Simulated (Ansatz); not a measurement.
**ClH3OSi + SiH4: a complex and its separated parts**

The complex below is one end of an elementary step. How strongly is it bound against its free parts?

Method: PBE0-D4/def2-TZVP structures, single points in def2-TZVPP, no counterpoise correction; program: Ansatz 0.2.0, Gaussian basis.

Levels: SPW92, PBE-D4, BLYP-D4, r2SCAN-D4, B97M-V, PBE0-D4, B3LYP-D4, r2SCAN0-D4, BHLYP-D4, CAM-B3LYP-D4, wB97X-V, wB97M-V, B2PLYP, PBE-QIDH, RPA on PBE, Hartree-Fock, MP2, CCSD, CCSD(T).

Correlated methods freeze the cores. B3LYP uses VWN-RPA correlation. B2PLYP carries no dispersion term here.

21 further runs of the same task are left out: 21 set aside as unsound or not needed.

## 1. Where the work starts

The complex: 11 atoms, charge 0, spin multiplicity 1.

Atoms are counted from 1 here; the program's logs count them from 0.

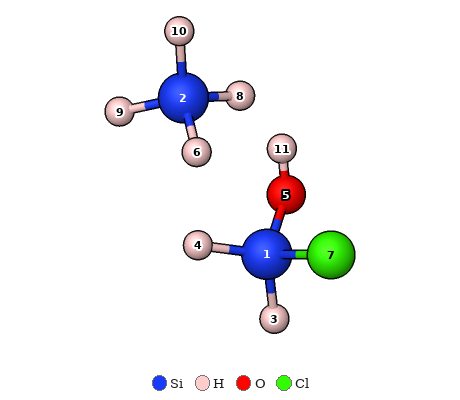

Start geometry, drawn with silicon blue, hydrogen pink, oxygen red, chlorine green; atoms are numbered from 1 in the order of the file.

As a file:

```mol
ClH7OSi2
  3D, bonds by distance, orders not assigned

 11  9  0  0  0  0  0  0  0  0999 V2000
   -0.9525    1.5466   -0.6996 Si  0  0
    1.0156   -1.8007    0.3907 Si  0  0
   -1.8998    2.4556   -1.3701 H   0  0
   -0.9862    0.1750   -1.2613 H   0  0
   -1.3375    1.5663    0.8856 O   0  0
    1.6432   -1.3092   -0.8585 H   0  0
    0.9554    2.2376   -1.0232 Cl  0  0
    0.6567   -0.6366    1.2464 H   0  0
   -0.2186   -2.5634    0.0796 H   0  0
    1.9648   -2.6600    1.1404 H   0  0
   -0.8412    0.9888    1.4699 H   0  0
  1  3  8  0
  1  4  8  0
  1  5  8  0
  1  7  8  0
  2  6  8  0
  2  8  8  0
  2  9  8  0
  2 10  8  0
  5 11  8  0
M  END
```

Its parts: ClH3OSi holds atoms 1, 3, 4, 5, 7, 11; SiH4 holds atoms 2, 6, 8, 9, 10. Each part counts its atoms afresh in its own runs.

## 2. Relaxing ClH3OSi alone

The input, relax-a/in.yaml:

```yaml
crystal:
  periodic: [false, false, false]
  atoms:
    - {symbol: Si, position_ang: [-0.952545, 1.546605, -0.699630]}
    - {symbol: H, position_ang: [-1.899766, 2.455559, -1.370135]}
    - {symbol: H, position_ang: [-0.986201, 0.174996, -1.261252]}
    - {symbol: O, position_ang: [-1.337465, 1.566326, 0.885639]}
    - {symbol: Cl, position_ang: [0.955413, 2.237583, -1.023220]}
    - {symbol: H, position_ang: [-0.841174, 0.988788, 1.469879]}
basis:
  gaussian: {orbitals: def2-TZVP}
hamiltonian: {xc: pbe0, dispersion: d4}
relax: {f_tol: 0.005, max_steps: 200}
```

The command line of these runs was not kept.

Output, shortened:

```text
Functional definition: PBE0
  name "PBE0"
  cite "Adamo & Barone, J. Chem. Phys. 110, 6158 (1999) doi:10.1063/1.478522"
  cite "Perdew, Burke & Ernzerhof, Phys. Rev. Lett. 77, 3865 (1996) doi:10.1103/PhysRevLett.77.3865"
  parent pbe
[...]
819 factors; their error is unknown
[...]
mean field -22490.69892486 eV, -826.5179407452 hartree, gradient 6.2e-5 eV, S^2 0.000000; 0 other end points of the search recorded, 0 dependent functions left out
[...]
reference -22490.69895139 eV, -826.5179417202 hartree; 21, 21 occupied and 102, 102 virtual orbitals, 819 factors
relax step   1: F+E_penalty+E_count = -22490.78847261 eV  Δ(F+E_penalty+E_count) = +0.000e0 eV  max|allowed force component| = 1.145e-1 eV/Å  Δτ_max = 0.0000 Å  (25 SCF iters, accepted)
[...]
relax step   5: F+E_penalty+E_count = -22490.78928102 eV  Δ(F+E_penalty+E_count) = -2.202e-5 eV  max|allowed force component| = 1.215e-2 eV/Å  Δτ_max = 0.0043 Å  (30 SCF iters, accepted)
[...]
relax step   6: F+E_penalty+E_count = -22490.78929170 eV  Δ(F+E_penalty+E_count) = -1.068e-5 eV  max|allowed force component| = 1.806e-3 eV/Å  Δτ_max = 0.0014 Å  (20 SCF iters, accepted)
819 factors; their error is unknown
[...]
mean field -22490.69972590 eV, -826.5179701829 hartree, gradient 8.4e-6 eV, S^2 0.000000; 1 other end points of the search recorded, 0 dependent functions left out
[...]
reference -22490.69975244 eV, -826.5179711583 hartree; 21, 21 occupied and 102, 102 virtual orbitals, 819 factors
Total energy: -22490.78931824 eV, -826.5212626407 hartree
Atom 0 at    -0.955374     1.540158    -0.705565 Å, force     0.000226     0.001806    -0.000293 eV/Å
Atom 1 at    -1.900592     2.458478    -1.366096 Å, force    -0.000071     0.000255     0.000126 eV/Å
Atom 2 at    -0.989898     0.174845    -1.278034 Å, force     0.000532    -0.000880     0.000086 eV/Å
Atom 3 at    -1.344075     1.550412     0.880086 Å, force     0.000381    -0.000316    -0.000779 eV/Å
Atom 4 at     0.955386     2.232549    -1.011799 Å, force    -0.000940    -0.000658     0.000036 eV/Å
Atom 5 at    -0.827186     1.013415     1.482689 Å, force    -0.000128    -0.000207     0.000824 eV/Å
Dipole moment:    -0.049480    -0.267788     0.133797 e Å
```

Run time: 7 s. Hardware: 4 threads, shared host; peak memory 0.21 GiB.

Along the way:

```
step  energy from step 1 (eV)  largest force component (eV/Å)
   1                   0.0000                          0.1145
   2                  -0.0004                          0.0457
   3                  -0.0007                          0.0342
   4                  -0.0008                          0.0316
   5                  -0.0008                          0.0121
   6                  -0.0008                          0.0018
```

Close pairs (by a distance rule), those that changed most:

```csv
bond,before (Å),after (Å),change (Å)
Si1–H3,1.483,1.481,-0.002
O4–H6,0.960,0.958,-0.001
Si1–O4,1.631,1.633,+0.001
Si1–Cl5,2.055,2.055,+0.000
Si1–H2,1.474,1.474,+0.000
```

## 3. Relaxing SiH4 alone

The input, relax-b/in.yaml:

```yaml
crystal:
  periodic: [false, false, false]
  atoms:
    - {symbol: Si, position_ang: [1.015591, -1.800667, 0.390744]}
    - {symbol: H, position_ang: [1.643188, -1.309164, -0.858519]}
    - {symbol: H, position_ang: [0.656690, -0.636565, 1.246382]}
    - {symbol: H, position_ang: [-0.218566, -2.563426, 0.079645]}
    - {symbol: H, position_ang: [1.964836, -2.660035, 1.140366]}
basis:
  gaussian: {orbitals: def2-TZVP}
hamiltonian: {xc: pbe0, dispersion: d4}
relax: {f_tol: 0.005, max_steps: 200}
```

Output, shortened:

```text
[... 5 set-up lines as earlier in the session ...]
[...]
444 factors; their error is unknown
[...]
mean field -7939.08380011 eV, -291.7559483499 hartree, gradient 1.6e-5 eV, S^2 0.000000; 0 other end points of the search recorded, 0 dependent functions left out
[...]
reference -7939.08382641 eV, -291.7559493162 hartree; 9, 9 occupied and 52, 52 virtual orbitals, 444 factors
relax step   1: F+E_penalty+E_count = -7939.11838153 eV  Δ(F+E_penalty+E_count) = +0.000e0 eV  max|allowed force component| = 1.723e-1 eV/Å  Δτ_max = 0.0000 Å  (18 SCF iters, accepted)
[...]
444 factors; their error is unknown
[...]
mean field -7939.08539990 eV, -291.7560071410 hartree, gradient 8.5e-5 eV, S^2 0.000000; 1 other end points of the search recorded, 0 dependent functions left out
[...]
reference -7939.08542620 eV, -291.7560081074 hartree; 9, 9 occupied and 52, 52 virtual orbitals, 444 factors
Total energy: -7939.12000741 eV, -291.7572789434 hartree
Atom 0 at     1.012330    -1.793939     0.399763 Å, force     0.000033     0.000102    -0.000057 eV/Å
Atom 1 at     1.642758    -1.316290    -0.856582 Å, force     0.001211     0.001241    -0.002301 eV/Å
Atom 2 at     0.654060    -0.629146     1.247721 Å, force    -0.000493     0.001451     0.001069 eV/Å
Atom 3 at    -0.213606    -2.565976     0.075661 Å, force    -0.002449    -0.001293    -0.000322 eV/Å
Atom 4 at     1.966198    -2.664506     1.132055 Å, force     0.001699    -0.001501     0.001611 eV/Å
Dipole moment:    -0.000018     0.000031     0.000039 e Å
```

Run time: 0.9 s. Hardware: 4 threads, shared host.

The steps of the relaxation:

```csv
step,energy from step 1 (eV),largest force component (eV/Å)
1,0.0000,0.1723
2,-0.0015,0.0269
3,-0.0016,0.0024
```

Distances of close pairs at the start and the end, largest changes first:

```
  bond  before (Å)  after (Å)  change (Å)
Si1–H3       1.489      1.485      -0.004
Si1–H2       1.482      1.485      +0.003
Si1–H5       1.484      1.485      +0.001
Si1–H4       1.484      1.485      +0.001
```

## 4. wB97M-V/def2-TZVPP

The input, parta/in.yaml:

```yaml
crystal:
  periodic: [false, false, false]
  atoms:
    - {symbol: Si, position_ang: [-0.955374, 1.540158, -0.705565]}
    - {symbol: H, position_ang: [-1.900592, 2.458478, -1.366096]}
    - {symbol: H, position_ang: [-0.989898, 0.174845, -1.278034]}
    - {symbol: O, position_ang: [-1.344075, 1.550412, 0.880086]}
    - {symbol: Cl, position_ang: [0.955386, 2.232549, -1.011799]}
    - {symbol: H, position_ang: [-0.827186, 1.013415, 1.482689]}
basis:
  gaussian: {orbitals: def2-TZVPP}
hamiltonian: {xc: {name: wB97M-V}}
```

The input, partb/in.yaml:

```yaml
crystal:
  periodic: [false, false, false]
  atoms:
    - {symbol: Si, position_ang: [1.012330, -1.793939, 0.399763]}
    - {symbol: H, position_ang: [1.642758, -1.316290, -0.856582]}
    - {symbol: H, position_ang: [0.654060, -0.629146, 1.247721]}
    - {symbol: H, position_ang: [-0.213606, -2.565976, 0.075661]}
    - {symbol: H, position_ang: [1.966198, -2.664506, 1.132055]}
basis:
  gaussian: {orbitals: def2-TZVPP}
hamiltonian: {xc: {name: wB97M-V}}
```

parta printed, shortened:

```text
Functional definition: wB97M-V
  name "wB97M-V"
  cite "Mardirossian & Head-Gordon, J. Chem. Phys. 144, 214110 (2016) doi:10.1063/1.4952647"
  cite "Becke, J. Chem. Phys. 107, 8554 (1997) doi:10.1063/1.475007"
  cite "Vydrov & Van Voorhis, J. Chem. Phys. 133, 244103 (2010) doi:10.1063/1.3521275"
  # Of w^i u^j: cxij and so on, Table III.
[...]
  gx(w, u) = 1 - cx + cx01*u + cx10*w
  gss(w, u) = css00 + css04*u^4 + css10*w + css20*w^2 + css43*w^4*u^3
  gos(w, u) = cos00 + cos10*w + (cos20 + cos21*u)*w^2 + (cos60 + cos61*u)*w^6
[...]
      + integral(e_c_pw_mod_opposite_spin*gos(b97_w_opposite, b97_u_opposite)) + vv10(b, c)
929 factors; their error is unknown
181 factors; integrals over basis functions are off by at most 3.8e-5 eV
[...]
mean field -22498.55842002 eV, -826.8067718652 hartree, gradient 2.0e-5 eV, S^2 0.000000; 0 other end points of the search recorded, 0 dependent functions left out
reference -22498.55846055 eV, -826.8067733544 hartree; 21, 21 occupied and 136, 136 virtual orbitals, 929 factors
Total energy: -22498.55846055 eV, -826.8067733544 hartree
```

Log of partb, shortened:

```text
[... 5 set-up lines as earlier in the session ...]
  # Of w^i u^j: cxij and so on, Table III.
[...]
  gx(w, u) = 1 - cx + cx01*u + cx10*w
  gss(w, u) = css00 + css04*u^4 + css10*w + css20*w^2 + css43*w^4*u^3
  gos(w, u) = cos00 + cos10*w + (cos20 + cos21*u)*w^2 + (cos60 + cos61*u)*w^6
[...]
      + integral(e_c_pw_mod_opposite_spin*gos(b97_w_opposite, b97_u_opposite)) + vv10(b, c)
527 factors; their error is unknown
136 factors; integrals over basis functions are off by at most 1.0e-5 eV
[...]
mean field -7941.54401781 eV, -291.8463596828 hartree, gradient 4.9e-5 eV, S^2 0.000000; 0 other end points of the search recorded, 0 dependent functions left out
reference -7941.54406020 eV, -291.8463612406 hartree; 9, 9 occupied and 89, 89 virtual orbitals, 527 factors
Total energy: -7941.54406020 eV, -291.8463612406 hartree
```

Times: 3.4 s (parta), 0.95 s (partb) on 4 threads, shared host; peak memory 0.38 GiB.

## 5. CCSD(T)/def2-TZVPP

Each input of step 4 (parta, partb) changes in the same lines:

```diff
-hamiltonian: {xc: {name: wB97M-V}}
+correlation: {method: ccsd_t}
```

parta printed, shortened:

```text
Functional definition: HF
  name "HF"
  cite "Fock, Z. Phys. 61, 126 (1930) doi:10.1007/BF01340294"
[... 1 set-up line as earlier in the session ...]
[...]
925 factors; integrals over basis functions are off by at most 1.0e-3 eV
[...]
mean field -22455.01795042 eV, -825.2066891202 hartree, gradient 3.2e-6 eV, S^2 0.000000; 0 other end points of the search recorded, 0 dependent functions left out
11 core orbitals not correlated: weight in the atoms' cores, before any rotation towards them, 1.000 or more for the frozen orbitals, at most 0.000 for the correlated occupied ones
reference -22455.01795042 eV, -825.2066891202 hartree; 10, 10 occupied and 136, 136 virtual orbitals, 925 factors
second order -15.08652068 eV of doubles, -0.00000000 eV of singles
cycle   1  -15.56441738 eV  change   -4.8e-1 eV  update   7.7e-2
[...]
cycle   9  -15.97537419 eV  change   -3.7e-6 eV  update   8.5e-6
perturbative correction -0.57863231 eV, -0.0212643453 hartree
Total energy: -22471.57195692 eV, -825.8150376383 hartree
```

Log of partb, shortened:

```text
[... 4 set-up lines as earlier in the session ...]
[...]
537 factors; integrals over basis functions are off by at most 7.8e-4 eV
[...]
mean field -7925.54423609 eV, -291.2583785493 hartree, gradient 1.8e-6 eV, S^2 0.000000; 0 other end points of the search recorded, 0 dependent functions left out
5 core orbitals not correlated: weight in the atoms' cores, before any rotation towards them, 1.000 or more for the frozen orbitals, at most 0.000 for the correlated occupied ones
reference -7925.54423609 eV, -291.2583785493 hartree; 4, 4 occupied and 89, 89 virtual orbitals, 537 factors
second order -3.90715627 eV of doubles, -0.00000000 eV of singles
cycle   1  -4.49743307 eV  change   -5.9e-1 eV  update   5.5e-2
[...]
cycle   8  -4.71915553 eV  change   -6.0e-7 eV  update   3.7e-6
perturbative correction -0.10444287 eV, -0.0038382046 hartree
Total energy: -7930.36783449 eV, -291.4356425210 hartree
```

Times: 9.5 s (parta), 0.6 s (partb) on 4 threads, shared host; peak memory 1 GiB.

## 6. Vibrations of ClH3OSi

The input, vib-parta/in.yaml:

```yaml
crystal:
  periodic: [false, false, false]
  atoms:
    - {symbol: Si, position_ang: [-0.955374, 1.540158, -0.705565]}
    - {symbol: H, position_ang: [-1.900592, 2.458478, -1.366096]}
    - {symbol: H, position_ang: [-0.989898, 0.174845, -1.278034]}
    - {symbol: O, position_ang: [-1.344075, 1.550412, 0.880086]}
    - {symbol: Cl, position_ang: [0.955386, 2.232549, -1.011799]}
    - {symbol: H, position_ang: [-0.827186, 1.013415, 1.482689]}
basis:
  gaussian: {orbitals: def2-TZVP}
hamiltonian: {xc: pbe0, dispersion: d4}
phonons: {temperatures: {t_min: 298.15, t_max: 900, t_step: 200}}
```

Output, shortened:

```text
[... 5 set-up lines as earlier in the session ...]
[...]
819 factors; their error is unknown
[...]
mean field -22490.69972560 eV, -826.5179701721 hartree, gradient 6.2e-5 eV, S^2 0.000000; 0 other end points of the search recorded, 0 dependent functions left out
[...]
reference -22490.69975214 eV, -826.5179711475 hartree; 21, 21 occupied and 102, 102 virtual orbitals, 819 factors
[... from here to the last solve, the lines of the solves are left out (35 solves) ...]
819 factors; their error is unknown
mean field -22490.69964784 eV, -826.5179673144 hartree, gradient 2.0e-6 eV, S^2 0.000000; 0 other end points of the search recorded, 0 dependent functions left out
[...]
reference -22490.69967438 eV, -826.5179682895 hartree; 21, 21 occupied and 102, 102 virtual orbitals, 819 factors
Total energy: -22490.78931795 eV, -826.5212626303 hartree
Atom 0 at    -0.955374     1.540158    -0.705565 Å, force     0.000217     0.001811    -0.000310 eV/Å
Atom 1 at    -1.900592     2.458478    -1.366096 Å, force    -0.000064     0.000247     0.000131 eV/Å
Atom 2 at    -0.989898     0.174845    -1.278034 Å, force     0.000532    -0.000876     0.000087 eV/Å
Atom 3 at    -1.344075     1.550412     0.880086 Å, force     0.000391    -0.000327    -0.000758 eV/Å
Atom 4 at     0.955386     2.232549    -1.011799 Å, force    -0.000937    -0.000657     0.000036 eV/Å
Atom 5 at    -0.827186     1.013415     1.482689 Å, force    -0.000138    -0.000198     0.000814 eV/Å
Dipole moment:    -0.049478    -0.267789     0.133796 e Å
Vibrations: 203.52 291.56 541.94 613.40 728.30 839.25 904.71 928.47 970.92 2247.76 2289.74 3921.15 cm⁻¹, zero-point energy 0.897690 eV
```

It took 24 s on 4 threads, shared host; peak memory 0.22 GiB.

The modes, with what each moves most:

```csv
mode,wavenumber (cm⁻¹),character
1,204,torsion with bend
2,292,bend with torsion
3,542,Si–Cl stretch
4,613,bend with torsion
5,728,bend
6,839,bend
7,905,bend
8,928,Si–O stretch with bend
9,971,bend
10,2248,Si–H stretch
11,2290,Si–H stretch
12,3921,O–H stretch
```

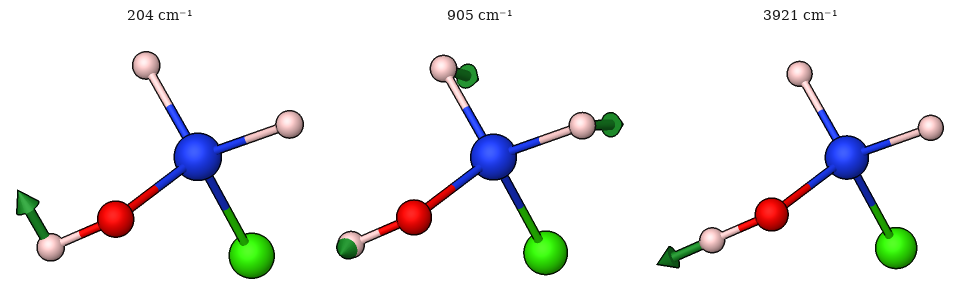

How the atoms move in 3 of the modes.

Vibrational sums (real modes only):

| T (K) | entropy (J/mol/K) | heat capacity (J/mol/K) |
| --- | --- | --- |
| 298 | 22.5 | 35.2 |
| 498 | 45.8 | 55.3 |
| 698 | 66.4 | 66.6 |
| 898 | 84.2 | 74.0 |

## 7. Vibrations of SiH4

The input, vib-partb/in.yaml:

```yaml
crystal:
  periodic: [false, false, false]
  atoms:
    - {symbol: Si, position_ang: [1.012330, -1.793939, 0.399763]}
    - {symbol: H, position_ang: [1.642758, -1.316290, -0.856582]}
    - {symbol: H, position_ang: [0.654060, -0.629146, 1.247721]}
    - {symbol: H, position_ang: [-0.213606, -2.565976, 0.075661]}
    - {symbol: H, position_ang: [1.966198, -2.664506, 1.132055]}
basis:
  gaussian: {orbitals: def2-TZVP}
hamiltonian: {xc: pbe0, dispersion: d4}
phonons: {temperatures: {t_min: 298.15, t_max: 900, t_step: 200}}
```

Output, shortened:

```text
[... 5 set-up lines as earlier in the session ...]
[...]
444 factors; their error is unknown
[...]
mean field -7939.08540003 eV, -291.7560071457 hartree, gradient 2.9e-5 eV, S^2 0.000000; 0 other end points of the search recorded, 0 dependent functions left out
[...]
reference -7939.08542633 eV, -291.7560081122 hartree; 9, 9 occupied and 52, 52 virtual orbitals, 444 factors
[... from here to the last solve, the lines of the solves are left out (29 solves) ...]
444 factors; their error is unknown
mean field -7939.08537822 eV, -291.7560063441 hartree, gradient 1.0e-6 eV, S^2 0.000000; 0 other end points of the search recorded, 0 dependent functions left out
[...]
reference -7939.08540451 eV, -291.7560073105 hartree; 9, 9 occupied and 52, 52 virtual orbitals, 444 factors
Total energy: -7939.12000754 eV, -291.7572789482 hartree
Atom 0 at     1.012330    -1.793939     0.399763 Å, force     0.000039     0.000094    -0.000060 eV/Å
Atom 1 at     1.642758    -1.316290    -0.856582 Å, force     0.001210     0.001242    -0.002302 eV/Å
Atom 2 at     0.654060    -0.629146     1.247721 Å, force    -0.000496     0.001455     0.001072 eV/Å
Atom 3 at    -0.213606    -2.565976     0.075661 Å, force    -0.002448    -0.001292    -0.000320 eV/Å
Atom 4 at     1.966198    -2.664506     1.132055 Å, force     0.001694    -0.001499     0.001610 eV/Å
Dipole moment:    -0.000018     0.000032     0.000039 e Å
Vibrations: 906.59 906.60 906.61 968.46 968.47 2236.06 2245.62 2245.77 2245.78 cm⁻¹, zero-point energy 0.844950 eV
```

Run time: 4.6 s. Hardware: 4 threads, shared host.

Wavenumbers and character of the modes:

```csv
mode,wavenumber (cm⁻¹),character
1,907,bend
2,907,bend
3,907,bend
4,968,bend
5,968,bend
6,2236,Si–H stretch
7,2246,Si–H stretch
8,2246,Si–H stretch
9,2246,Si–H stretch
```

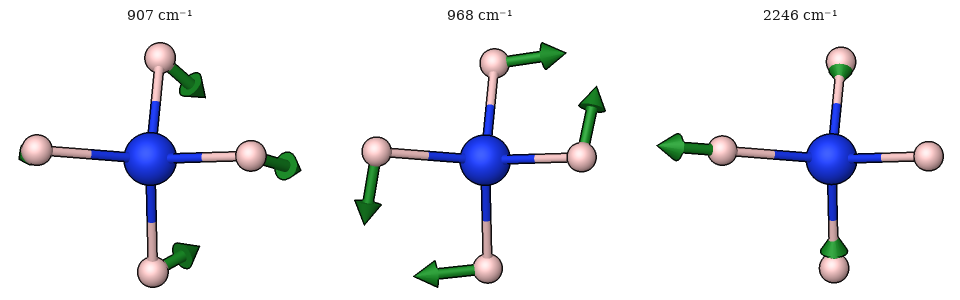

Displacements of 3 modes, as arrows.

Vibrational sums (real modes only):

| T (K) | entropy (J/mol/K) | heat capacity (J/mol/K) |
| --- | --- | --- |
| 298 | 2.6 | 9.7 |
| 498 | 11.5 | 25.7 |
| 698 | 22.2 | 38.0 |
| 898 | 32.9 | 47.1 |

## 8. Complex less separated parts

The complex's own energies come from single points at the same levels. Levels not printed above were run the same way.

Rows are in def2-TZVPP; times add the 3 runs of a level on a shared host, so small differences are noise.

Differences are taken before rounding.

| method | rung | complex less parts (kJ/mol) | from CCSD(T) (kJ/mol) | time |
| --- | --- | --- | --- | --- |
| SPW92 | LDA | -13.8 | -7.4 | 1.9 s |
| PBE-D4 | GGA | -10.0 | -3.6 | 3.1 s |
| BLYP-D4 | GGA | -8.9 | -2.5 | 3.2 s |
| r2SCAN-D4 | meta-GGA | -7.7 | -1.3 | 6.8 s |
| B97M-V | meta-GGA | -8.7 | -2.4 | 13 s |
| PBE0-D4 | hybrid | -9.0 | -2.7 | 4.8 s |
| B3LYP-D4 | hybrid | -9.0 | -2.6 | 4.3 s |
| r2SCAN0-D4 | hybrid | -7.8 | -1.4 | 7.9 s |
| BHLYP-D4 | hybrid | -9.3 | -3.0 | 4.3 s |
| CAM-B3LYP-D4 | range-separated hybrid | -8.4 | -2.1 | 4.9 s |
| wB97X-V | range-separated hybrid | -7.8 | -1.4 | 11 s |
| wB97M-V | range-separated hybrid | -8.2 | -1.8 | 13 s |
| B2PLYP | double hybrid | -1.6 | +4.8 | 7.7 s |
| PBE-QIDH | double hybrid | -4.2 | +2.1 | 7.8 s |
| RPA on PBE | RPA | -4.6 | +1.8 | 7 s |
| Hartree-Fock | wavefunction | 4.6 | +10.9 |  |
| MP2 | wavefunction | -6.3 | 0.0 |  |
| CCSD | wavefunction | -4.8 | +1.6 |  |
| CCSD(T) | wavefunction | -6.4 | 0 | 2.2 min |

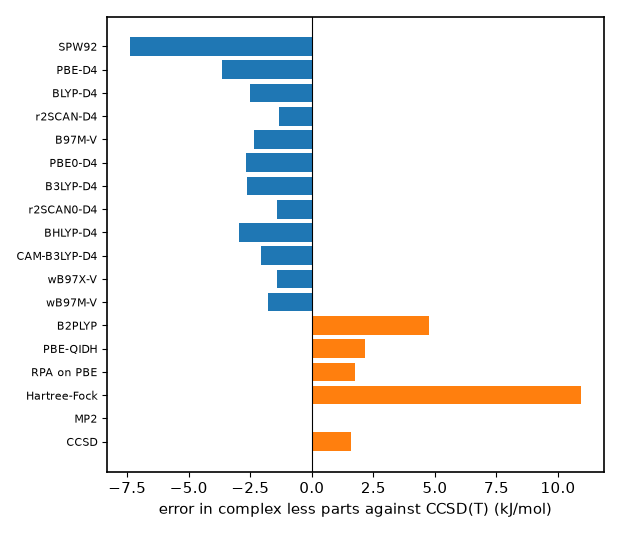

Deviations from CCSD(T), method by method.

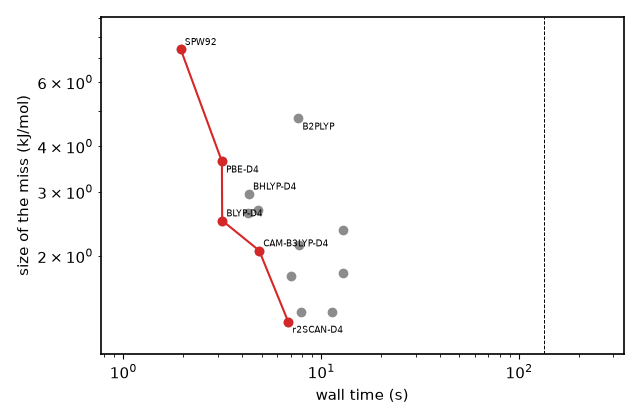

Accuracy for the time spent; red marks the levels that beat every quicker one drawn (of those quicker than the yardstick), and the dashed line is the time of CCSD(T). Only those levels and the largest misses are named. Times are from a shared host.

For cost: r2SCAN-D4 gets within 1.3 kJ/mol in 6.8 s, where CCSD(T) took 2.2 min; the quickest level in the cost chart, SPW92, takes 1.9 s and misses by 7.4 kJ/mol.

The complex's zero-point energy, from a separate PBE0-D4 run, is 1.770 eV.

## 9. Outcome

| quantity | value |
| --- | --- |
| complex less parts, CCSD(T)/def2-TZVPP | -6.4 kJ/mol |
| with zero-point energy | -3.7 kJ/mol |
| largest T1 diagnostic | 0.011 |

**Reading.** At CCSD(T) the complex lies 6.4 kJ/mol below its parts. r2SCAN-D4 is the best functional here (-1.3 kJ/mol from CCSD(T)); SPW92 is the worst (-7.4 kJ/mol). Mean unsigned error by rung: LDA 7.4, GGA 3.1, meta-GGA 1.8, hybrid 2.4, range-separated hybrid 1.8, double hybrid 3.5 kJ/mol. PBE-D4 gives a relative energy 3.6 kJ/mol too low, an error of 57 % of the reference. No counterpoise was applied, and triple zeta lacks some correlation, so the CCSD(T) reference has a basis error of its own, and close matches with it are partly luck.
